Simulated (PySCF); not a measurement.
# wB97X-V/STO-6G run of SiH4S (sulfanylsilane)

What is the vertical singlet–triplet gap of SiH4S (sulfanylsilane) at wB97X-V/STO-6G? The job is set up through a Python script.

The results are computed with PySCF 2.14.0.

6 further runs of the same task are left out: 6 set aside as unsound or not needed.

## Step 1: The molecule

SiH4S has 6 atoms, charge 0, and is taken as a singlet. SMILES: `[SiH3]S`. The shape is that of a PBE0-D4/def2-TZVP optimisation.

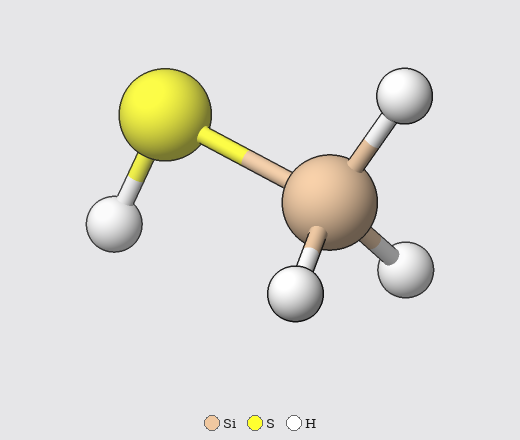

The structure, seen from a chosen angle (silicon light orange, sulfur yellow, hydrogen white).

## Step 2: The energy at wB97X-V/STO-6G

File input.py:

```python
from pyscf import gto, dft

mol = gto.M(
    atom='''
Si    -0.320875    -0.497754    -0.823921
S      1.714549    -0.023811     2.632011
H     -3.079876    -0.140407    -0.456558
H      0.205224    -3.133733    -1.610992
H      0.566540     1.287281    -2.798873
H      0.994185     2.387291     2.971216
''',
    unit='bohr',
    basis='sto-6g',
    verbose=3,
    max_memory=1860,
)

mf = dft.RKS(mol, xc='wb97x-v')
mf.conv_tol = 1e-10
mf.nlcgrids.level = 1
mf.grids.level = 5
mf.kernel()
if not mf.converged:
    mf = mf.newton().run(mf.mo_coeff, mf.mo_occ)

e_tot = mf.e_tot
print('E(%s) = %.9f' % ('WB97X-V', e_tot))
```

On the command line:

```
$ OMP_NUM_THREADS=1 python input.py
```

Log:

```text
converged SCF energy = -687.548319836189
E(WB97X-V) = -687.548319836
```

Run time: 21 s. Hardware: 1 thread of Arm Neoverse V2, shared host; peak memory 0.21 GiB.

## Step 3: The triplet, same level

File run.py:

```python
from pyscf import gto, dft

mol = gto.M(
    atom='''
Si      -0.169800      -0.263400      -0.436000
S        0.907300      -0.012600       1.392800
H       -1.629800      -0.074300      -0.241600
H        0.108600      -1.658300      -0.852500
H        0.299800       0.681200      -1.481100
H        0.526100       1.263300       1.572300
''',
    max_memory=1860,
    spin=2,
    verbose=3,
    basis='sto-6g',
)

mf = dft.UKS(mol, xc='wb97x-v')
mf.grids.level = 5
mf.nlcgrids.level = 1
mf.conv_tol = 1e-10
mf.kernel()
if not mf.converged:
    mf = mf.newton().run(mf.mo_coeff, mf.mo_occ)

e_tot = mf.e_tot
print('E(%s) = %.9f' % ('WB97X-V', e_tot))
```

On the command line:

```
$ OMP_NUM_THREADS=1 python run.py
```

Log:

```text
WARN: HOMO 0.170271802821017 >= LUMO -0.281036850846044

WARN: HOMO 0.0592096011008463 >= LUMO 0.0286629090907675

WARN: HOMO 0.0496481458422376 >= LUMO 0.0128076214031123

WARN: HOMO 0.0475925242059153 >= LUMO 0.0213471717209628

WARN: HOMO 0.0467990539588477 >= LUMO 0.020627767862031

WARN: HOMO 0.0468393435155637 >= LUMO 0.0208359484140912

WARN: HOMO 0.0467484403901023 >= LUMO 0.0208212941752412

WARN: HOMO 0.0467777625325891 >= LUMO 0.0208364579238136

WARN: HOMO 0.046771083609963 >= LUMO 0.0208243722561467

WARN: HOMO 0.0467713699988566 >= LUMO 0.0208235265190087

WARN: HOMO 0.0467715323604108 >= LUMO 0.0208233835486013

WARN: HOMO 0.0467717118714938 >= LUMO 0.0208222036964393

WARN: HOMO 0.0467717993515353 >= LUMO 0.0208223157897848

converged SCF energy = -687.268051981458  <S^2> = 2.0026897  2S+1 = 3.0017926
E(WB97X-V) = -687.268051981
```

Wall time 32 s (1 thread of Arm Neoverse V2, shared host); peak memory 0.22 GiB.

## Step 4: Summary of results

At wB97X-V/STO-6G:

| quantity | value |
| --- | --- |
| singlet: total energy | -687.54832 Eh |
| singlet: dipole moment | 1.13 D |
| singlet: HOMO energy | -6.20 eV |
| singlet: LUMO energy | 8.45 eV |
| singlet: HOMO–LUMO gap | 14.65 eV |
| triplet: total energy | -687.26805 Eh |
| triplet: dipole moment | 2.40 D |
| triplet: ⟨S²⟩ | 2.003 |
| vertical energy of the triplet above the singlet | 7.626 eV |

What this shows: At this shape the triplet lies 7.63 eV (176 kcal/mol) above the singlet. In a minimal basis such a difference can be off by several eV, whatever the method. Mulliken charges (singlet) run from -0.13 on H3 to +0.50 on Si1. Mulliken charges (triplet) run from -0.17 on H3 to +0.29 on Si1.
